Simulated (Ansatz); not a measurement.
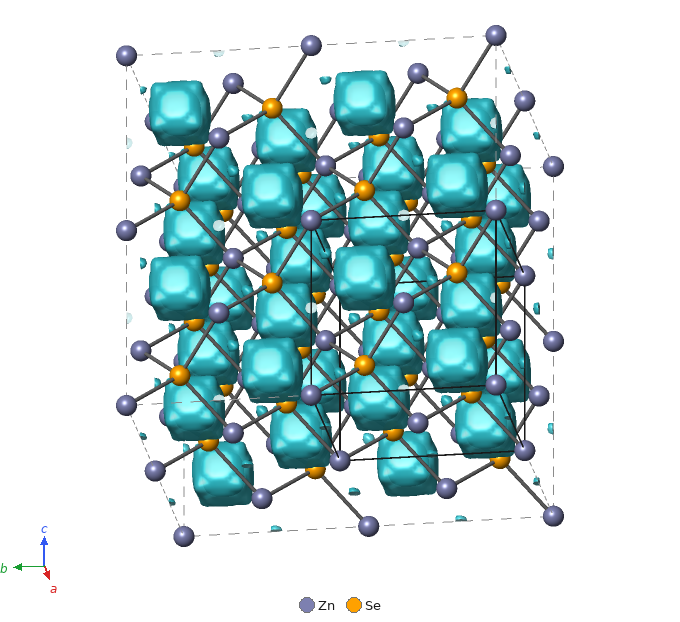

Bond-valence mismatch map for Zn2+ in ZnSe (F-43m, No. 216): the teal surface encloses the points where |V − 2| < 0.25 v.u. (2×2×2 cells, view from a free direction). Pale faces close the region where the drawn box cuts it.

At each point the valence sum V of a Zn2+ ion is computed from the anions within 5 Å (s = exp((R0 − d)/b), R0 fitted to published crystal structures with b = 0.37 Å; R0: Zn2+–Se 2.221 Å). The other Zn2+ ions are ignored. This is an empirical screen for pathways, not an energy calculation.

The cell is taken from a calculation's input that goes back to an entry of the Crystallography Open Database (an earlier step may have relaxed or displaced it).

```
CELL_PARAMETERS angstrom
5.66485 0.00000 0.00000
0.00000 5.66485 0.00000
0.00000 0.00000 5.66485
ATOMIC_POSITIONS crystal
Zn 0.00000 0.00000 0.00000
Se 0.25000 0.25000 0.75000
Zn 0.00000 0.50000 0.50000
Se 0.25000 0.75000 0.25000
Zn 0.50000 0.00000 0.50000
Se 0.75000 0.25000 0.25000
Zn 0.50000 0.50000 0.00000
Se 0.75000 0.75000 0.75000
```

How are the low-mismatch regions connected (counting the regions that come within 0.6 Å of a Zn site)?

Answer. No path at this level: the regions are isolated pockets that do not connect across cells.

At which mismatch do paths open?

Answer. From a mismatch of about 0.45 v.u. the regions form a three-dimensional network. These are grid estimates, good to about 0.1 v.u.

What is the valence sum at the Zn sites themselves?

Answer. 2.15 v.u., against the formal 2.
